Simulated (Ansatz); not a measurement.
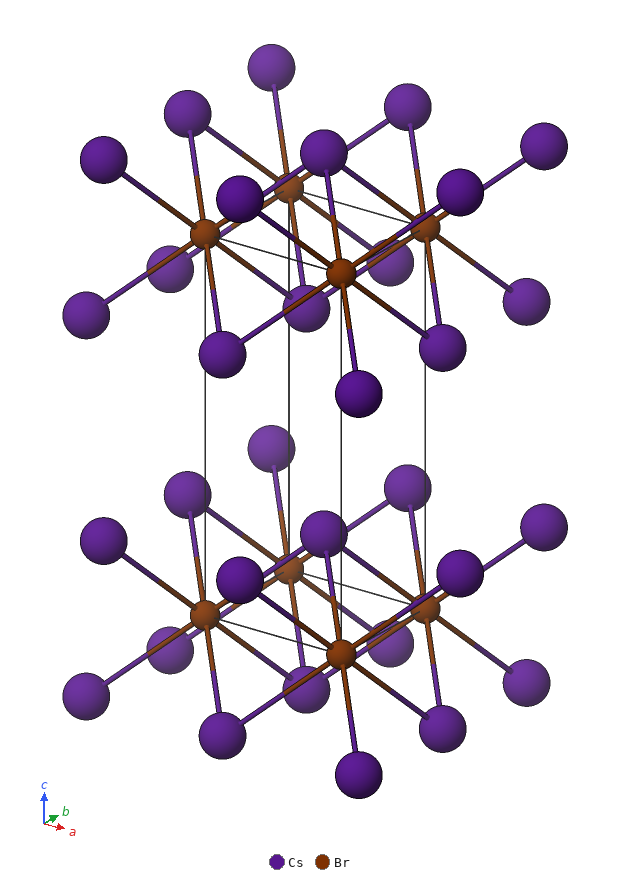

A ball-and-stick rendering, viewed slightly off an axis. The wireframe shows the simulation cell. Every bond is drawn to its end, so some atoms lie outside the box.

```yaml
crystal:
  lattice:
    - [5.12136, 0.00000, 0.00000]
    - [-2.56068, 4.43523, 0.00000]
    - [0.00000, 0.00000, 9.01109]
  atoms:
    - { symbol: Cs, position: [0.66667, 0.33333, 0.24130] }
    - { symbol: Cs, position: [0.33333, 0.66667, 0.75869] }
    - { symbol: Br, position: [0.00000, 0.00000, 0.00000] }
```

Calculation details: DFT r2SCAN, scalar-relativistic, plane waves, PAW (Ansatz 0.2.0); E_cut = 500 eV, k-points on a 12×12×6 grid, Gaussian smearing of 0.1 eV, no spin polarisation.

Q: What are the atomic charges by Bader's partition?

A: Cs +0.44 e; Br -0.89 e.

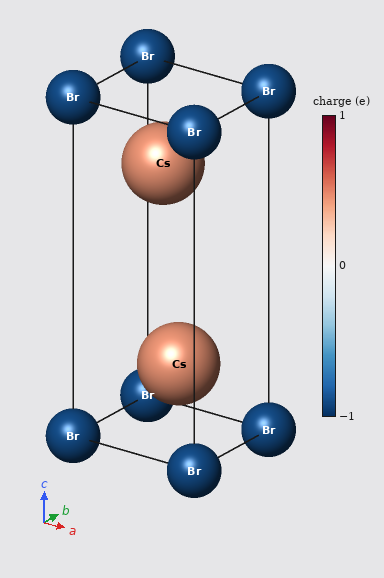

The atoms coloured by those charges.

It goes back to a structure type filled with these elements by a generator (whether the compound takes this form wasn't checked). Earlier steps of the study may have refined or changed the cell and positions. It was the input of a calculation with Ansatz.
